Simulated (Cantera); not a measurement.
Charge: 1 mol Al2O3, 14 mol H2, at 630 Pa.

Equilibrium computed with Cantera from the NASA thermochemical tables; the gas is ideal and each condensed phase is pure. Candidate condensed phases: Al, Al2O3, H2O; 19 gas species. The tables' values for AlOH are old estimates; treat these amounts as uncertain. Kinetics and transport are ignored.

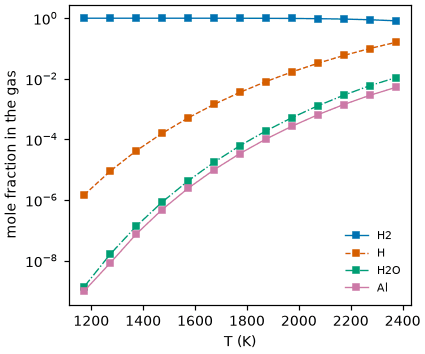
Equilibrium gas composition (values under 1e-9 drawn at 1e-9)

Problem. Read off the mole fractions at 1473 K.

Solution. H2 about 1.00, H about 0.00016, H2O about 8.5e-7, Al about 4.8e-7.
